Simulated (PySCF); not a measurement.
C5H12FNSi

The calculation's input:

```
{"job": {"kind": "nmr", "xc": "PBE0", "basis": "pcSseg-1"}, "charge": 0, "multiplicity": 1}
C      2.785419    -0.736045     0.215297
C      1.454449    -0.942544    -0.496370
C      0.654974     0.349822    -0.603008
C      0.053701     0.870254     0.713064
Si    -1.632737     0.960637    -0.176434
C     -3.122670    -0.119445     0.349397
F     -4.034812     0.650320     1.044357
N     -0.615280     0.152029    -1.298212
H      3.410791    -0.040915    -0.340814
H      3.318308    -1.679392     0.308181
H      2.626761    -0.330150     1.211155
H      1.634276    -1.327499    -1.503225
H      0.851729    -1.678542     0.039094
H      1.266726     1.118305    -1.092651
H      0.481186     1.808965     1.047381
H      0.138828     0.147114     1.518696
H     -2.132798     2.315255    -0.443809
H     -2.859784    -0.951635     1.005085
H     -3.657502    -0.516718    -0.515436
H     -0.626714    -0.039136    -2.286599
```

Run with:

```sh
OMP_NUM_THREADS=1 python probes_run.py task.json out
```

Geometry: GFN2-xTB.

All numbers below come from PBE0/pcSseg-1, SCF density, gas phase, non-relativistic in PySCF 2.14.0.

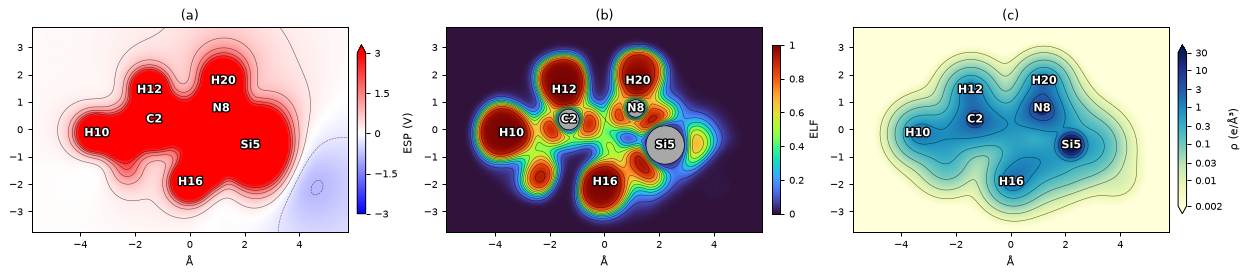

Figure 1. (a) molecular electrostatic potential; (b) electron localisation function; (c) electron density on the plane of atoms Si5, N8 and H20. Grey discs cover the atomic cores in the ELF map.

**What does the map show?**

Atoms in the plane: C, Si, N and H.
Si–N (1.72 Å): ρ at the midpoint is about 1.1 e/Å³; the ELF peaks at about 0.90 between the atoms: a shared but strongly polarised pair.
N–H (1.01 Å): the density is about 2.8 e/Å³ at the midpoint; the ELF climbs to about 1 towards the hydrogen, as it does in any bond to H: an ordinary covalent bond to hydrogen.
C–H (1.09 Å): the density is about 2 e/Å³ at the midpoint; the ELF climbs to about 1 towards the hydrogen: an ordinary covalent bond to hydrogen.
Outside the dense part of the molecule the potential is most negative (−0.8 V) near F7, which lies off the plane.

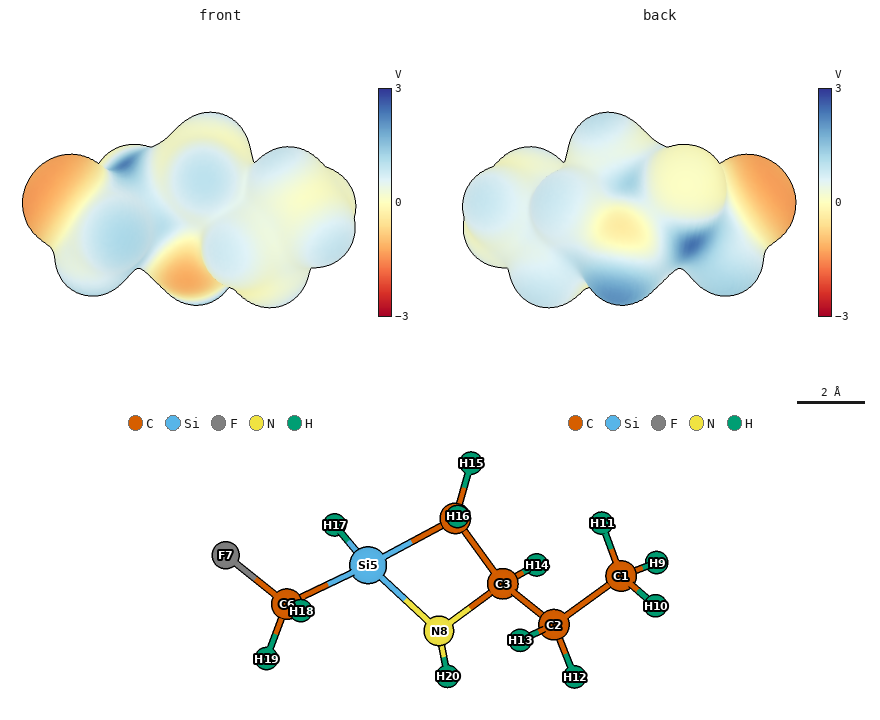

Figure 2. The molecular electrostatic potential painted on the density surface at 0.004 e/bohr³, seen from the front and from behind; red is negative and blue positive. The bare structure is drawn below in the same view.

**Describe the electrostatic potential map.**

The most negative region (about −1.3 V) lies over F7, the most positive (about +2.2 V) over Si5.

**How polar is the molecule by this calculation?**

Its dipole moment is 2.30 D.
